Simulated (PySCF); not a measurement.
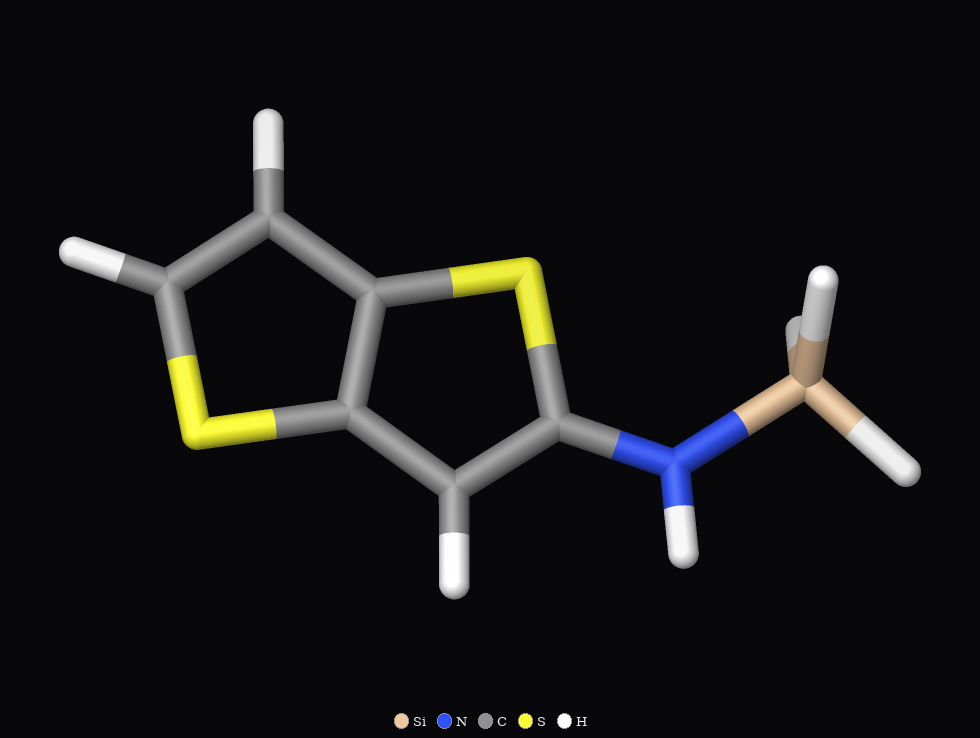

The picture shows a molecular structure as a stick model.

The computed structure is the end point of a PBE0-D3(BJ)/def2-SVP optimisation. No frequency run is at hand to confirm it as a minimum.

What does the picture show?

Formula C6H7NS2Si. Its SMILES string is `[SiH3]Nc1cc2sccc2s1`. Independent rings (smallest set): 2 of 5 members, 2 of them aromatic. Among its groups: Si–H bond, Si–N bond. This geometry has Cs symmetry. Coordination: 1 Si tetrahedral; 1 N trigonal planar; 6 C trigonal planar; 2 S bent.

More results for the same structure follow; atom numbers are the same in all pictures, views and colours differ.

### Shape

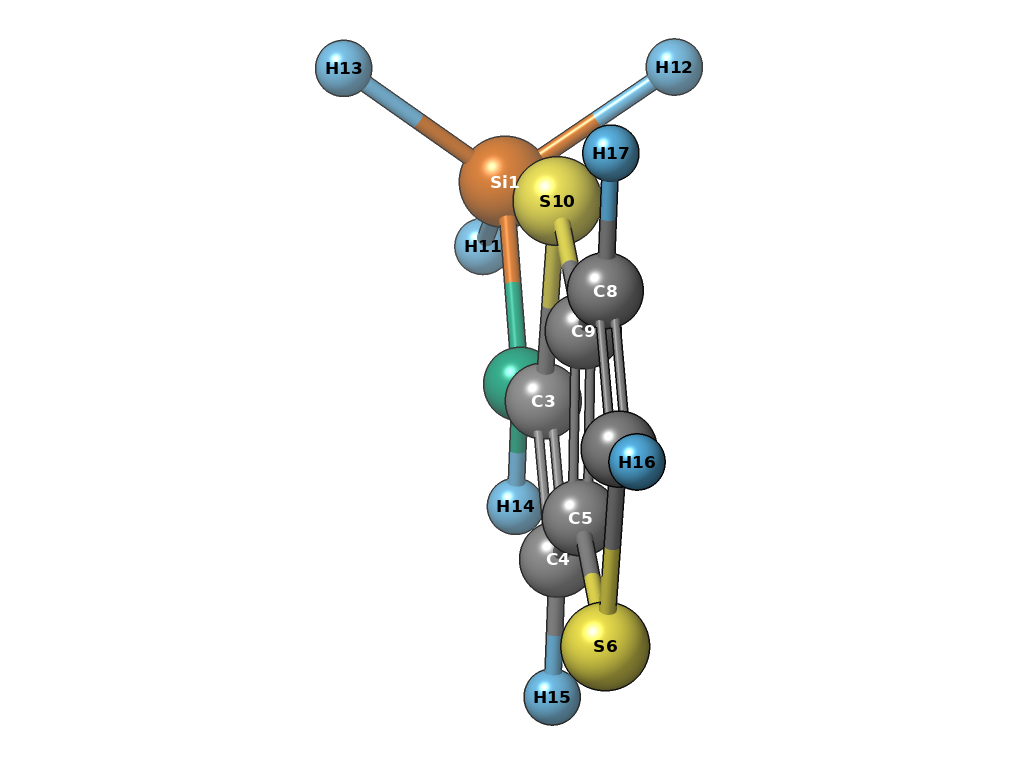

N2 lies behind C3. The molecule seen nearly along the C3–N2 bond, C3 in front. Distant atoms are faded towards the background colour. No frequency run is at hand to confirm it as a minimum.

What is the torsion angle S10–C3–N2–Si1? The sign is positive where the front bond must turn clockwise to cover the back bond.

Answer. 1°, synperiplanar (eclipsed).

### NMR shielding

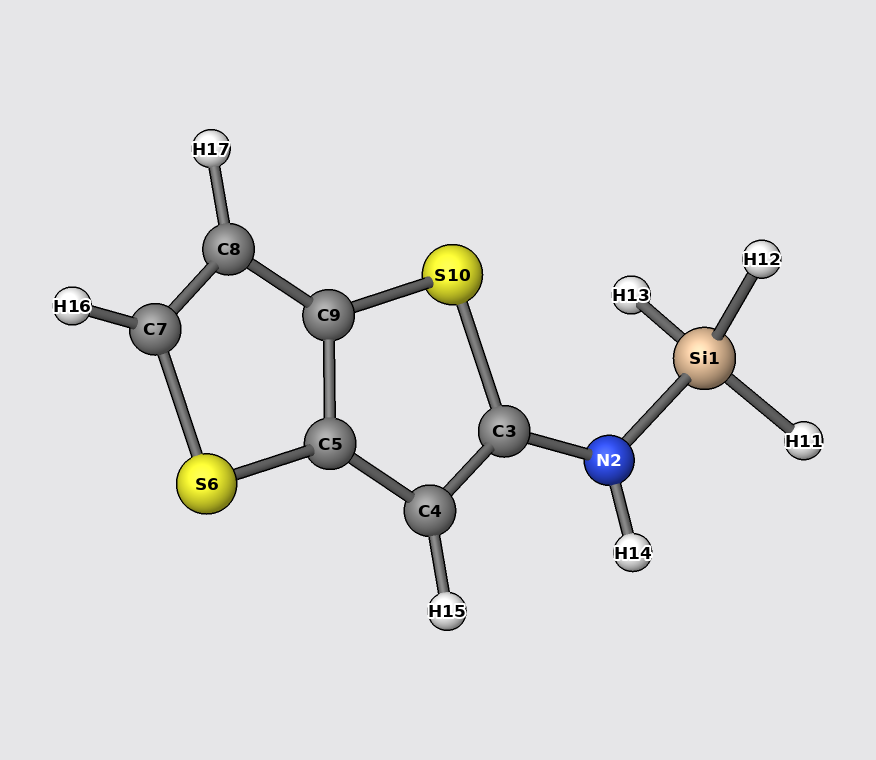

The questions are on isotropic NMR shieldings of the C atoms. No frequency run is at hand to confirm it as a minimum. Level of theory: GIAO ωB97X-D/pcSseg-1 NMR shielding, non-relativistic, gas phase (PySCF 2.14.0).

Which C atom is the most shielded (lowest chemical shift)?

Answer. C4 (84.2 ppm).

Which C atom is the least shielded (highest chemical shift)?

Answer. C3 (18.9 ppm).

How wide is the range of C shifts?

Answer. 65.3 ppm.

List the isotropic NMR shieldings of the C atoms.

| atom | σ (ppm) |
| --- | --- |
| C3 | 18.9 |
| C4 | 84.2 |
| C5 | 36.4 |
| C7 | 54.3 |
| C8 | 59.2 |
| C9 | 52.6 |

### Quadrupole coupling

No frequency run is at hand to confirm it as a minimum. Electric field gradients from the ground-state density, PBE0/pcSseg-1 (PySCF 2.14.0), non-relativistic apart from any core potentials.

Give the largest field-gradient component, the quadrupole coupling constant and the asymmetry for 14N at N2 (Q = 20.44 mb), 33S at S6 (Q = −67.81 mb), 33S at S10 (Q = −67.81 mb).

```tsv
atom	V_zz (a.u.)	e²qQ/h (MHz)	η
N2	−0.970	−4.66	0.39
S6	2.018	−32.2	0.78
S10	2.120	−33.8	0.99
```

### Electronic properties

No frequency run is at hand to confirm it as a minimum. Properties computed with B3LYP/def2-SVPD, gas phase (PySCF 2.14.0). Excitations: vertical, linear response.

Estimate the mean static polarisability.

Answer. 148.8 bohr³.

Estimate the lowest vertical singlet excitation.

Answer. 3.95 eV.

Estimate the dipole moment.

Answer. 1.66 D.

Give the HOMO–LUMO gap at this level.

Answer. 4.65 eV.
